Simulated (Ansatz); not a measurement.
# Work function of Pd by crystal face

Does the work function of Pd follow how densely a face is packed, and which functional comes nearest to experiment?

Measured values are compiled ones, as quoted in “Anisotropic work function of elemental crystals” (2019, arxiv:1902.07811).

Set-up. Ansatz 0.2.0, plane waves with PAW datasets (its set soft_2) at their recommended cutoffs; symmetric slabs of 7 layers (11 for bcc (111)) cut at the tabulated experimental lattice constant, atoms at bulk places, 18 Å of vacuum, k-spacing 0.16 Å⁻¹ (2π included), Fermi-Dirac smearing of 0.1 eV, SCF threshold 1e-9 eV; spin-polarised where the metal is Fe, Co or Ni. The work function is the vacuum level less the Fermi level; differences are formed before rounding.

The runs side by side:

| face | atoms per nm² | LDA (eV) | PBEsol (eV) | r2SCAN (eV) | PBE (eV) | RPBE (eV) | PBE, relaxed (eV) | measured (eV) |
| --- | --- | --- | --- | --- | --- | --- | --- | --- |
| (111) | 15.3 | 5.64 | 5.36 | 5.22 | 5.22 | 5.03 | 5.24 | 5.67 |
| (100) | 13.2 | 5.50 | 5.21 | 5.08 | 5.09 | 4.89 | 5.09 | 5.48 |
| (110) | 9.3 | 5.24 | 4.94 | 4.83 | 4.84 | 4.65 | 4.87 | 5.07 |

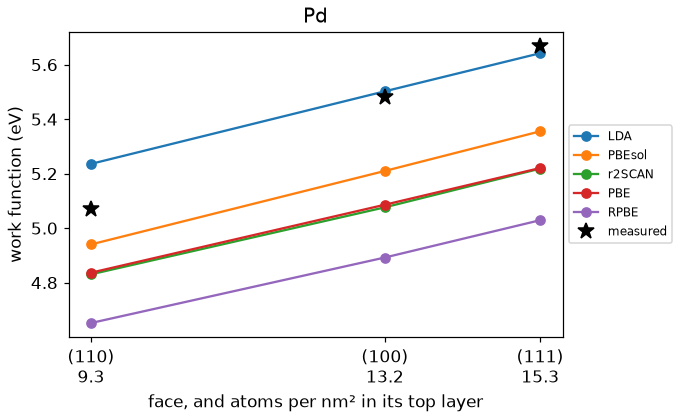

Work function against the density of the top layer.

**Answer.** With PBE the work function runs from 5.22 eV on (111) to 4.84 eV on (110). It falls with the atom density, as Smoluchowski smoothing would have it: on an open face electrons flow from the ridges into the troughs, which weakens the surface dipole. All functionals in the table give the same order. LDA lies 0.40 to 0.42 eV above PBE. With the layers relaxed PBE misses the measured values by 0.20 to 0.43 eV. Against the 3 measured values on unreconstructed faces, LDA comes nearest (mean absolute error 0.07 eV), and PBE misses by 0.23 to 0.45 eV. For (111), (100) and (110) the measured order is the one that PBE gives. Relaxing all layers with PBE (forces under 0.01 eV/Å) moves the values by +0.01 to +0.03 eV.

**Limits.** Slabs this thin leave size errors that can reach a tenth of an eV or more. Compiled measured values differ between sources by a tenth of an eV or more. The functionals share one unrelaxed geometry at the tabulated experimental lattice constant; the relaxed column keeps that in-plane lattice, which is not PBE's own.
